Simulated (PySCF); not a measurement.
# C₃H₅FS, SMILES `F[CH]1C[CH]1S`: electronic structure

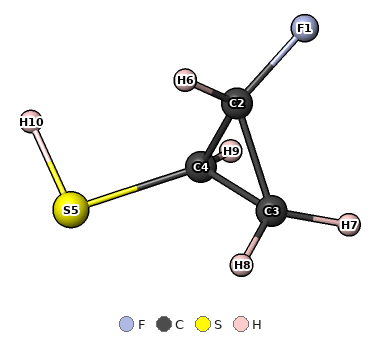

The molecule, with its atoms numbered as below. No frequency check shows the geometry to be a minimum.

Geometry (Å), atoms numbered from 1:

```
F1       2.1445    0.6905   -0.0923
C2       1.0067    0.1502    0.4244
C3       0.6537   -1.2502    0.0497
C4      -0.1291   -0.0996   -0.5163
S5      -1.8144    0.1546    0.0661
H6       0.8278    0.5251    1.4243
H7       1.3156   -1.7784   -0.6191
H8       0.1881   -1.8676    0.8019
H9       0.0061    0.1465   -1.5605
H10     -1.7949    1.4841   -0.0204
```

Part 1: Bonding charge

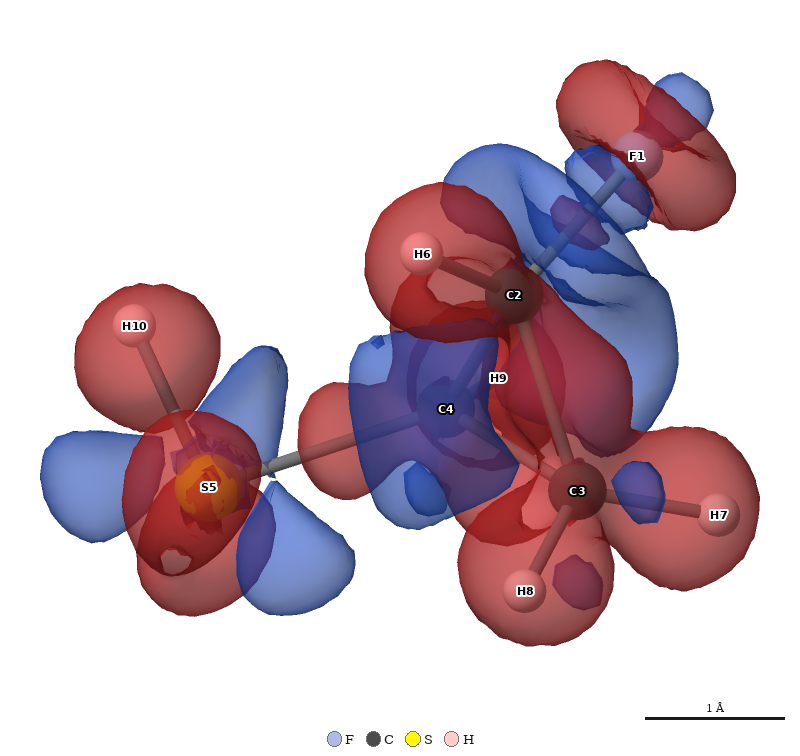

Deformation density (molecule less spherical, spin-averaged free atoms at the same positions), surfaces at ±0.07 e/Å³; red: gain, blue: loss.

Method: BLYP/def2-SVP; geometry: GFN2-xTB; program: PySCF.

Question: How much density has each bond gained at its critical point, relative to the free atoms?

Answer: The five largest and four smallest: C2–H6: +0.74 e/Å³ at the bond critical point (bond length 1.08 Å, Mayer order 1.0). C4–H9: +0.69 e/Å³ at the bond critical point (bond length 1.08 Å, Mayer order 0.9). C3–H8: +0.67 e/Å³ at the bond critical point (bond length 1.08 Å, Mayer order 0.9). C3–H7: +0.67 e/Å³ at the bond critical point (bond length 1.08 Å, Mayer order 0.9). C2–C4: +0.39 e/Å³ at the bond critical point (bond length 1.50 Å, Mayer order 0.9). C3–C4: +0.32 e/Å³ at the bond critical point (bond length 1.50 Å, Mayer order 1.0). C4–S5: +0.24 e/Å³ at the bond critical point (bond length 1.80 Å, Mayer order 1.0). S5–H10: +0.15 e/Å³ at the bond critical point (bond length 1.33 Å, Mayer order 1.0). F1–C2: −0.04 e/Å³ at the bond critical point (bond length 1.36 Å, Mayer order 1.1); up to 0.6 Å beside the axis the gain reaches +0.18 e/Å³. In all, 2.1 electrons gather in the regions of gain relative to the promolecule. A small or negative value marks a very polar bond, one between electron-rich atoms, whose free-atom densities already overlap strongly, a long bond to a heavier atom, or a closed-shell contact such as a hydrogen bond.

Question: Where do the Hirshfeld charges lie?

Answer: The highest Hirshfeld charge is on H7 (+0.05 e), the lowest on F1 (−0.10 e).

```csv
atom,charge (e)
F1,−0.10
C2,+0.05
C3,−0.08
C4,−0.05
S5,−0.03
H6,+0.04
H7,+0.05
H8,+0.04
H9,+0.04
H10,+0.04
```

Part 2: Electrostatic potential

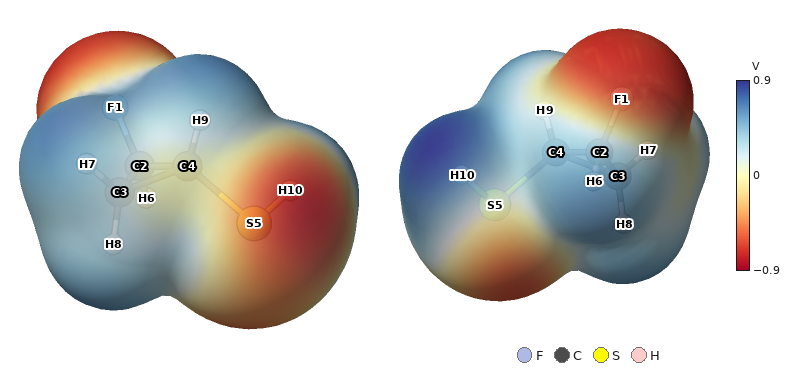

Electrostatic potential on the surface of electron density 0.001 a.u. (back view left, front view right).

Question: Where are the extremes of the potential on the surface?

Answer: Highest: 0.88 V, 1.3 Å from H10. Further maxima include 0.64 V, 1.3 Å from H7; 0.64 V, 1.3 Å from H9. Lowest: −0.77 V, 2.2 Å from S5. Further minima include −0.64 V, 2.2 Å from S5. The surface is sampled at points, so like sites can differ by a few per cent and only the strongest of them is named.

Question: What volume does the surface enclose, and what is the dipole moment?

Answer: About 109 Å³; the dipole moment is 0.1 D.

Part 3: Localised orbitals

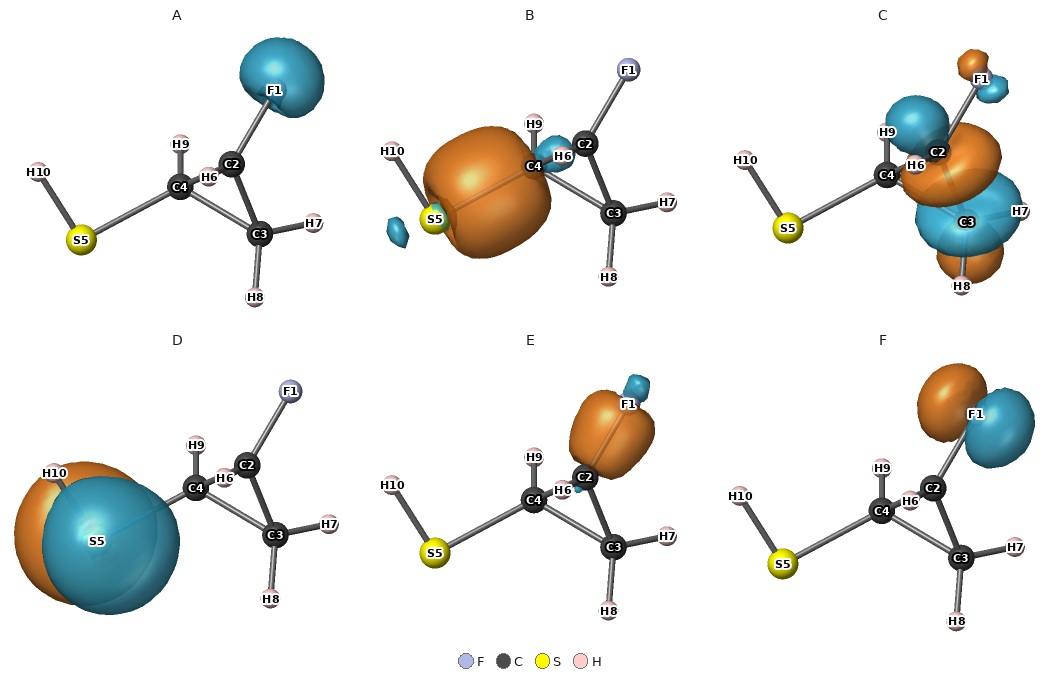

Intrinsic bond orbitals (IBO), occupied and valence-virtual; each surface holds about 80 % of the orbital's density. Energies are diagonal elements of the Fock matrix.

Computed with PySCF, PBE/6-311G**, geometry: GFN2-xTB.

Question: What does each orbital represent in a Lewis picture?

Answer: By panel:
- A: lone pair on F1 (sp0.4-type) (F1 100 %; −21.5 eV)
- B: σ bond C4–S5 (C4 50 %, S5 50 %; −13.5 eV)
- C: σ* orbital C2–C3 (C2 49 %, C3 49 %; 7.2 eV)
- D: lone pair on S5 (p-type) (S5 98 %; −6.2 eV)
- E: σ bond F1–C2 (F1 69 %, C2 31 %; −21.4 eV)
- F: lone pair on F1 (p-type) (F1 97 %; −9.5 eV)

Question: Which has the smallest and which the largest spatial spread?

Answer: Smallest: A (0.59 Å); largest: D (1.27 Å).

Part 4: Magnetic shielding

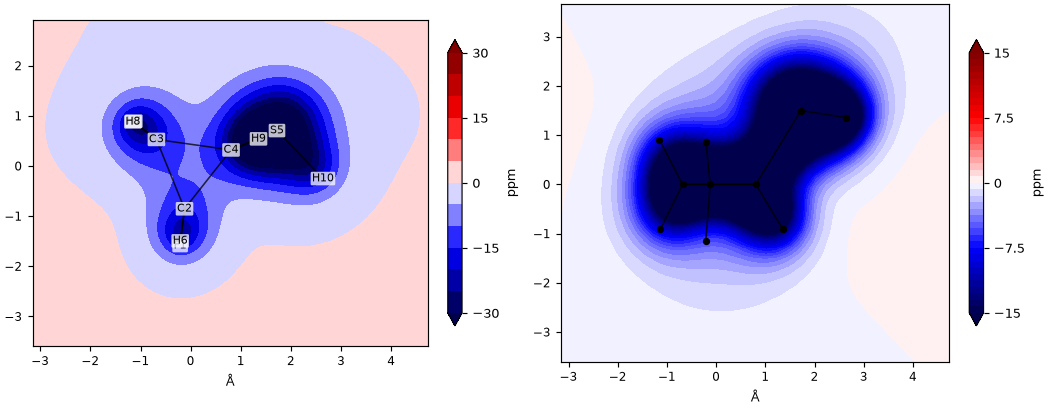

Isotropic NICS 1.0 Å above the plane of the 3-membered ring C2/C3/C4 (left) and isotropic NICS in a plane perpendicular to the same ring (right); GIAO shieldings; atoms are projected onto the map; negative values mean shielding.

Method: CAM-B3LYP/6-311G**; geometry: GFN2-xTB; program: PySCF.

Question: What does the map say about the ring?

Answer: It is shielded above its centre; its σ bonds alone give such values, so they don't measure π aromaticity: NICS(0) = −38.3, NICS(1) = −9.6 and −7.2, NICS(1)zz = −22.3 and −17.4 (two faces) ppm.

Question: What absolute proton shieldings does the same calculation give?

Answer: From 27.8 ppm (H6) to 31.5 ppm (H8).

Part 5: Stretching a bond

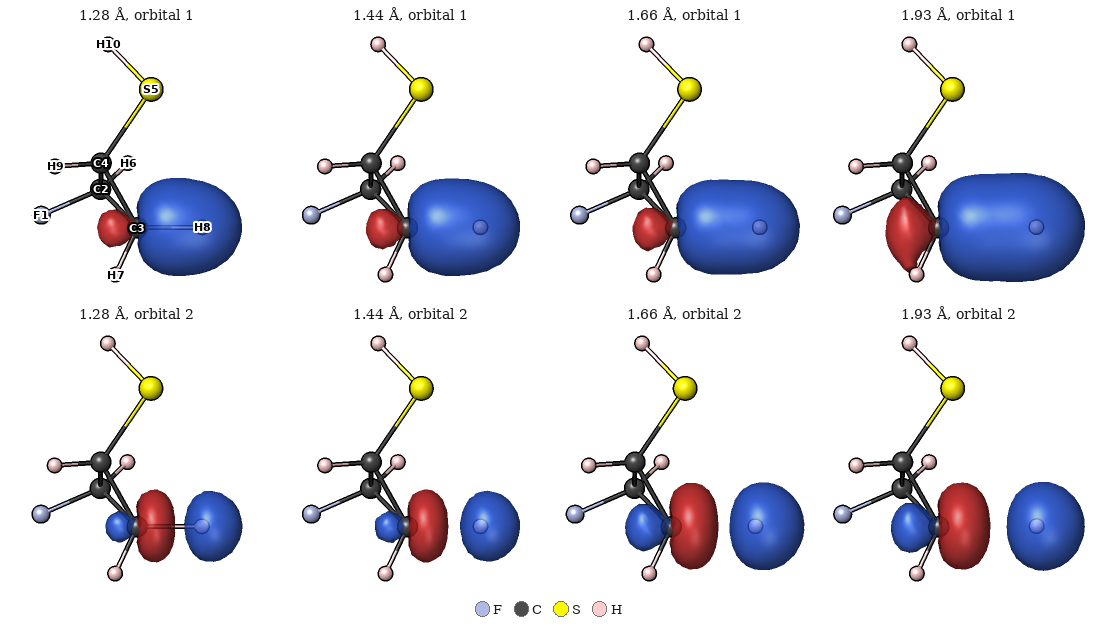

Rigid stretch of the C3–H8 bond. The two CASSCF(2,2) natural orbitals nearest half filling (orbital 1 the more occupied).

Level of theory: 6-31+G* basis (PySCF), at a geometry from GFN2-xTB.

Question: How do the occupations change along the stretch?

Answer: 1.28 Å: 1.97 and 0.03; 1.44 Å: 1.95 and 0.05; 1.66 Å: 1.91 and 0.09; 1.93 Å: 1.82 and 0.18. At the longest distance computed (3.00 Å) they are 1.29 and 0.71, and the effective number of unpaired electrons is 1.7.

Question: Where does the UHF solution part from RHF?

Answer: Between 1.44 Å (⟨S²⟩ = 0, the two coincide) and 1.66 Å (⟨S²⟩ = 0.03); at 3.00 Å ⟨S²⟩ is 0.99 and UHF lies 3.4 eV below RHF.

Question: How much energy does the stretch cost?

Answer: By CASSCF, 4.5 eV from the lowest point of the scan (1.07 Å) to 3.00 Å; RHF gives 7.5 eV from its own lowest point. The fragments aren't relaxed and dynamic correlation is missing, so this isn't a bond dissociation energy.
